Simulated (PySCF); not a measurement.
# C₂H₄BF₃S: electronic excitations and core binding energies

Aim: predict the electronic excitations and core binding energies of C₂H₄BF₃S (`CBSC(F)(F)F`).

Programs: PySCF 2.14.0, with density-fitted response routines of our own. Each step states its level of theory. These are calculated values for one molecule in the gas phase, unless marked as measured. Atoms are numbered from 0 throughout.

### 1 The starting structure

11 atoms, charge 0, multiplicity 1; geometry from: GFN2-xTB.

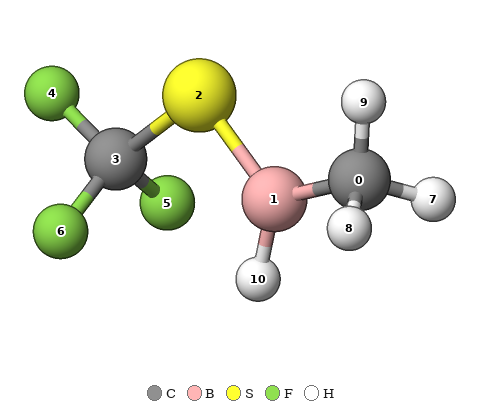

As it starts; carbon grey, boron pink, sulfur yellow, fluorine green, hydrogen white, atoms numbered.

### 2 Ultraviolet spectrum: PBE0/def2-SVPD

What the job is given:

```
{"job": {"kind": "uv", "xc": "PBE0", "basis": "def2-SVPD", "nstates": 8, "ntriplets": 3}, "charge": 0, "multiplicity": 1}
C     -1.955496    -0.135530     0.819055
B     -0.606115    -0.206334     0.029035
S      0.775169     0.762816     0.595618
C      2.043061     0.307786    -0.644630
F      3.186962     0.936334    -0.398971
F      2.297469    -1.002647    -0.642686
F      1.668007     0.629594    -1.884789
H     -2.219019    -1.119744     1.206344
H     -2.775428     0.144900     0.158621
H     -1.946477     0.557951     1.655979
H     -0.462711    -0.872456    -0.919540
```

Method: TDDFT PBE0/def2-SVPD, vertical, gas phase, core orbitals frozen in the response.

The log of the run:

```text
coarse grid: 10624 points
cycle   1  E = -800.0300589301  dE =  9.371e-01  |g| = 8.845e-01  |ddm| = 3.993e+00
cycle   2  E = -799.8394201922  dE =  1.906e-01  |g| = 1.386e+00  |ddm| = 1.875e+00
cycle   3  E = -800.1820833282  dE = -3.427e-01  |g| = 5.372e-02  |ddm| = 1.172e+00
cycle   4  E = -800.1825870545  dE = -5.037e-04  |g| = 3.116e-02  |ddm| = 1.199e-01
cycle   5  E = -800.1828267937  dE = -2.397e-04  |g| = 5.933e-03  |ddm| = 4.054e-02
cycle   6  E = -800.1828355366  dE = -8.743e-06  |g| = 1.683e-03  |ddm| = 8.964e-03
final grid: 101672 points
cycle   7  E = -800.2714803479  dE = -3.294e-05  |g| = 7.932e-03  |ddm| = 6.182e-02
cycle   8  E = -800.2714726849  dE =  7.663e-06  |g| = 1.006e-02  |ddm| = 1.807e-02
cycle   9  E = -800.2714944284  dE = -2.174e-05  |g| = 5.248e-04  |ddm| = 9.695e-03
cycle  10  E = -800.2714944782  dE = -4.982e-08  |g| = 2.012e-04  |ddm| = 7.938e-04
cycle  11  E = -800.2714944863  dE = -8.134e-09  |g| = 5.344e-05  |ddm| = 2.396e-04
cycle  12  E = -800.2714944871  dE = -7.560e-10  |g| = 1.560e-05  |ddm| = 8.325e-05
converged SCF energy = -800.2714944871

Static polarisability (au): isotropic 63.053, principal 50.263 58.142 80.756

Singlet excitations
state   eV       nm        f      main configurations
  1   6.3514    195.2   0.00018   H-1->L 0.98
  2   6.4323    192.8   0.16475   H->L 0.94
  3   6.8652    180.6   0.00038   H->L+1 0.72, H-2->L 0.22
  4   7.0634    175.5   0.00067   H-2->L 0.75, H->L+1 0.21
  5   8.0052    154.9   0.00098   H-3->L 0.96
  6   8.0729    153.6   0.10503   H-1->L+1 0.91
  7   8.1164    152.8   0.06252   H->L+2 0.92
  8   8.7663    141.4   0.02143   H-2->L+1 0.78, H-1->L+2 0.13

Triplet excitations (Tamm-Dancoff, eV): 5.0548 5.7319 6.2242
```

Run time: 22 s. Hardware: 1 thread, shared host.

Frontier orbitals and where they lie:

| orbital | eV | atoms |
| --- | --- | --- |
| HOMO−3 | -10.88 | S2 24 %, C0 20 %, H9 11 % |
| HOMO−2 | -10.17 | C0 33 %, B1 25 %, S2 16 % |
| HOMO−1 | -9.42 | S2 39 %, B1 24 %, H10 16 % |
| HOMO | -8.71 | S2 68 %, B1 13 %, C3 6 % |
| LUMO | -1.35 | B1 47 %, S2 23 %, C0 12 % |
| LUMO+1 | -0.11 | S2 43 %, C3 16 %, B1 15 % |
| LUMO+2 | 0.55 | B1 39 %, S2 28 %, C0 6 % |

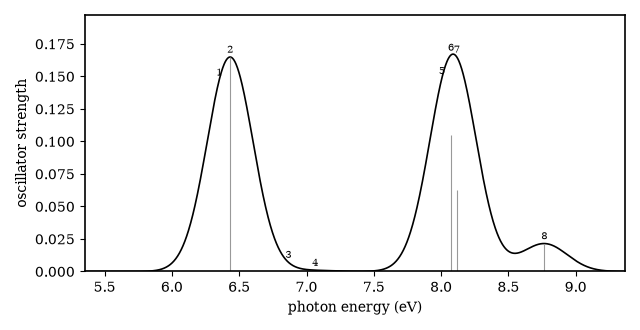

Absorption spectrum from the 8 singlet states computed; above the last one it falls off for lack of states. Lines are broadened to a width of 0.40 eV (Gaussian).

Ground-state properties from the same run:

| property | computed |
| --- | --- |
| dipole moment (D) | 2.03 |
| polarisability (Å³) | 9.34 |
| HOMO–LUMO gap (eV) | 7.37 |
| −ε(HOMO) (eV) | 8.71 |

### 3 Core-electron binding energies: SCAN, X2C

The job, as its differences from that of step 2:

```diff
@@ -1,2 +1,2 @@
-{"job": {"kind": "uv", "xc": "PBE0", "basis": "def2-SVPD", "nstates": 8, "ntriplets": 3}, "charge": 0, "multiplicity": 1}
+{"job": {"kind": "xps"}, "charge": 0, "multiplicity": 1}
 C     -1.955496    -0.135530     0.819055
```

Method: delta-SCF UKS SCAN, pcX-2 on the ionised atom, pcseg-1 elsewhere, spin-free X2C.

The log of the run:

```text
ground state, core basis on atom 0 (C), 153 functions
  cycle   1  E = -802.15459263  |g| = 8.88e-01
  cycle   2  E = -801.83213524  |g| = 1.60e+00
  cycle   3  E = -802.30342605  |g| = 1.09e-01
  cycle   4  E = -802.30592310  |g| = 5.17e-02
  cycle   5  E = -802.30658390  |g| = 1.23e-02
  cycle   6  E = -802.30661799  |g| = 6.01e-03
  cycle   7  E = -802.30662560  |g| = 1.99e-03
  cycle   8  E = -802.30662746  |g| = 3.92e-04
  E(ground) = -802.31653197 Eh
hole in C 1s of atom 0
  cycle   1  E = -791.07030202  |g| = 1.50e+00
  cycle   2  E = -790.54274361  |g| = 1.69e+00
  cycle   3  E = -791.55311071  |g| = 3.74e-01
  cycle   4  E = -791.56232160  |g| = 3.16e-01
  cycle   5  E = -791.62641971  |g| = 4.83e-02
  cycle   6  E = -791.62749574  |g| = 1.69e-02
  cycle   7  E = -791.62759368  |g| = 8.29e-03
  cycle   8  E = -791.62762800  |g| = 2.72e-03
  cycle   9  E = -791.62763231  |g| = 1.21e-03
  cycle  10  E = -791.62763155  |g| = 5.88e-04
  cycle  11  E = -791.62763092  |g| = 1.71e-04
  E(ion) = -791.63692147 Eh   <S^2> = 0.7657   hole on atom = 1.000   binding energy = 290.607 eV
ground state, core basis on atom 1 (B), 153 functions
  cycle   1  E = -802.30161616  |g| = 5.30e-02
  cycle   2  E = -802.30112543  |g| = 4.97e-02
  cycle   3  E = -802.30176937  |g| = 2.17e-02
  cycle   4  E = -802.30191147  |g| = 5.60e-03
  cycle   5  E = -802.30192031  |g| = 1.09e-03
  cycle   6  E = -802.30191982  |g| = 1.71e-04
  E(ground) = -802.31306178 Eh
hole in B 1s of atom 1
  cycle   1  E = -794.66013775  |g| = 1.17e+00
  cycle   2  E = -793.12381940  |g| = 1.91e+00
  cycle   3  E = -794.89442800  |g| = 5.17e-01
  cycle   4  E = -794.98933666  |g| = 3.65e-01
  cycle   5  E = -795.07552410  |g| = 1.04e-01
  cycle   6  E = -795.08021710  |g| = 3.17e-02
  cycle   7  E = -795.08057279  |g| = 1.47e-02
  cycle   8  E = -795.08071009  |g| = 7.98e-03
  cycle   9  E = -795.08076454  |g| = 3.73e-03
  cycle  10  E = -795.08078564  |g| = 2.87e-03
  cycle  11  E = -795.08079749  |g| = 1.72e-03
  cycle  12  E = -795.08080122  |g| = 4.80e-04
  E(ion) = -795.09386050 Eh   <S^2> = 0.8351   hole on atom = 1.000   binding energy = 196.444 eV
ground state, core basis on atom 2 (S), 164 functions
  cycle   1  E = -802.45662217  |g| = 4.04e-01
  cycle   2  E = -802.45651992  |g| = 4.04e-02
  cycle   3  E = -802.45594523  |g| = 6.07e-02
  cycle   4  E = -802.45691057  |g| = 5.45e-03
  cycle   5  E = -802.45691171  |g| = 3.33e-03
  cycle   6  E = -802.45691533  |g| = 1.87e-04
  E(ground) = -802.45283626 Eh
hole in S 1s of atom 2
  cycle   1  E = -710.18321841  |g| = 5.08e+00
  cycle   2  E = -710.23680247  |g| = 2.30e+00
  cycle   3  E = -710.49881413  |g| = 1.33e+00
  cycle   4  E = -711.34192307  |g| = 3.62e-01
  cycle   5  E = -711.38676410  |g| = 1.64e-01
  cycle   6  E = -711.39721866  |g| = 5.51e-02
  cycle   7  E = -711.39819058  |g| = 1.97e-02
  cycle   8  E = -711.39832685  |g| = 5.73e-03
  cycle   9  E = -711.39833530  |g| = 3.33e-03
  cycle  10  E = -711.39834008  |g| = 6.85e-04
  cycle  11  E = -711.39833942  |g| = 2.62e-04
  E(ion) = -711.38718630 Eh   <S^2> = 0.7515   hole on atom = 1.000   binding energy = 2478.023 eV
hole in S 2p of atom 2
  cycle   1  E = -795.73456032  |g| = 1.52e+00
  cycle   2  E = -795.45209008  |g| = 1.44e+00
  cycle   3  E = -796.06550226  |g| = 5.07e-01
  cycle   4  E = -796.16846362  |g| = 1.58e-01
  cycle   5  E = -796.17356932  |g| = 7.57e-02
  cycle   6  E = -796.17587364  |g| = 2.61e-02
  cycle   7  E = -796.17615502  |g| = 7.06e-03
  cycle   8  E = -796.17617490  |g| = 3.51e-03
  cycle   9  E = -796.17617986  |g| = 1.41e-03
  cycle  10  E = -796.17618212  |g| = 7.47e-04
  cycle  11  E = -796.17618106  |g| = 2.41e-04
  E(ion) = -796.17894874 Eh   <S^2> = 0.7556   hole on atom = 1.001   binding energy = 170.721 eV
  2p3/2 = 170.139 eV   2p1/2 = 171.381 eV
ground state, core basis on atom 3 (C), 153 functions
  cycle   1  E = -802.32233085  |g| = 6.56e-02
  cycle   2  E = -802.32192801  |g| = 5.24e-02
  cycle   3  E = -802.32233568  |g| = 3.28e-02
  cycle   4  E = -802.32258890  |g| = 4.18e-03
  cycle   5  E = -802.32259441  |g| = 1.32e-03
  cycle   6  E = -802.32259461  |g| = 2.06e-04
  E(ground) = -802.33112072 Eh
hole in C 1s of atom 3
  cycle   1  E = -790.78979259  |g| = 1.51e+00
  cycle   2  E = -777.56556374  |g| = 4.72e+00
  cycle   3  E = -790.89346591  |g| = 9.88e-01
  cycle   4  E = -791.19920116  |g| = 6.22e-01
  cycle   5  E = -791.33356381  |g| = 1.29e-01
  cycle   6  E = -791.34037240  |g| = 6.15e-02
  cycle   7  E = -791.34163285  |g| = 2.57e-02
  cycle   8  E = -791.34184626  |g| = 8.28e-03
  cycle   9  E = -791.34187400  |g| = 2.70e-03
  cycle  10  E = -791.34188104  |g| = 1.86e-03
  cycle  11  E = -791.34188152  |g| = 7.16e-04
  cycle  12  E = -791.34188192  |g| = 2.67e-04
  E(ion) = -791.35565543 Eh   <S^2> = 0.7774   hole on atom = 1.000   binding energy = 298.658 eV
ground state, core basis on atom 4 (F), 153 functions
  cycle   1  E = -802.35233575  |g| = 1.19e-01
  cycle   2  E = -802.35185172  |g| = 7.29e-02
  cycle   3  E = -802.35200913  |g| = 6.56e-02
  cycle   4  E = -802.35259798  |g| = 4.15e-03
  cycle   5  E = -802.35260180  |g| = 9.74e-04
  cycle   6  E = -802.35260215  |g| = 1.50e-04
  E(ground) = -802.36459013 Eh
hole in F 1s of atom 4
  cycle   1  E = -775.94244665  |g| = 2.58e+00
  cycle   2  E = -774.79094808  |g| = 2.57e+00
  cycle   3  E = -776.21416463  |g| = 1.04e+00
  cycle   4  E = -776.72113726  |g| = 4.80e-01
  cycle   5  E = -776.82530894  |g| = 1.18e-01
  cycle   6  E = -776.82824766  |g| = 7.22e-02
  cycle   7  E = -776.83026940  |g| = 9.15e-03
  cycle   8  E = -776.83030910  |g| = 3.43e-03
  cycle   9  E = -776.83031597  |g| = 1.12e-03
  cycle  10  E = -776.83031654  |g| = 3.16e-04
  E(ion) = -776.85007696 Eh   <S^2> = 0.7570   hole on atom = 1.000   binding energy = 694.285 eV
```

Run time: 37 s. Hardware: 1 thread, shared host.

The holes in one table. −ε is the ground-state orbital energy:

| hole | stands for | environment | ΔSCF (eV; 2p as the shell's mean) | −ε (eV) | ⟨S²⟩ |
| --- | --- | --- | --- | --- | --- |
| C1s on C0 | C0 | methyl carbon bonded to B | 290.61 | 273.4 | 0.766 |
| B1s on B1 | B1 | boron bonded to C, S, H | 196.44 | 181.0 | 0.835 |
| S1s on S2 | S2 | sulfur bonded to C, B | 2478.02 | 2415.9 | 0.752 |
| S2p on S2 | S2 | sulfur bonded to C, B | 170.55 | 159.0 | 0.756 |
| C1s on C3 | C3 | CF3 carbon | 298.66 | 281.4 | 0.777 |
| F1s on F4 | F4, F5, F6 | fluorine of an SCF3 group | 694.29 | 668.3 | 0.757 |

Each hole run stands for the others of its class of like atoms.

With the spin-orbit splitting: S2 2p3/2 170.14, 2p1/2 171.38 eV. The table gives each 2p level as the mean over the whole 2p shell (two parts 2p3/2, one part 2p1/2), which differs a little from the single hole in the log.

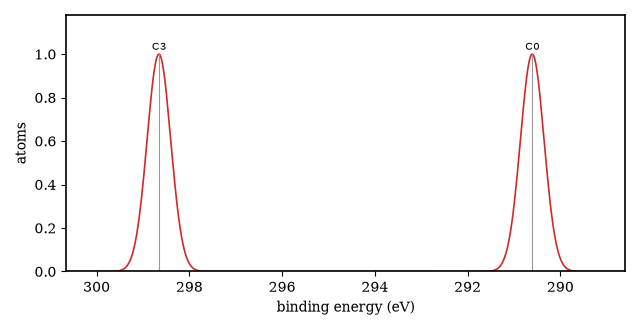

The C1s photoelectron lines, weighted by the number of atoms. Lines are broadened to a width of 0.60 eV (Gaussian).

### 4 Outcome

| quantity | value |
| --- | --- |
| lowest singlet (PBE0/def2-SVPD) | 6.35 eV (195 nm), f = 0.000 |
| brightest single state of those computed | state 2, 6.43 eV, f = 0.165 |
| lowest triplet | 5.05 eV |
| C1s binding energies, SCAN/pcX-2 | C3 298.66, C0 290.61 eV |
| B1s binding energies, SCAN/pcX-2 | B1 196.44 eV |
| S1s binding energies, SCAN/pcX-2 | S2 2478.02 eV |
| S2p binding energies, SCAN/pcX-2 | S2 170.55 eV |
| F1s binding energies, SCAN/pcX-2 | F4 694.29 eV |

What this shows: The lowest singlet, at 6.35 eV, is HOMO−1→LUMO 0.98 and is dark; of the 8 states computed, the strongest absorption comes from state 2 at 6.43 eV. The lowest triplet lies 1.30 eV below the lowest singlet (triplets in Tamm-Dancoff, singlets in full TDDFT). The C1s levels kept as sound span 8.05 eV, from C0 (methyl carbon bonded to B) up to C3 (CF3 carbon).
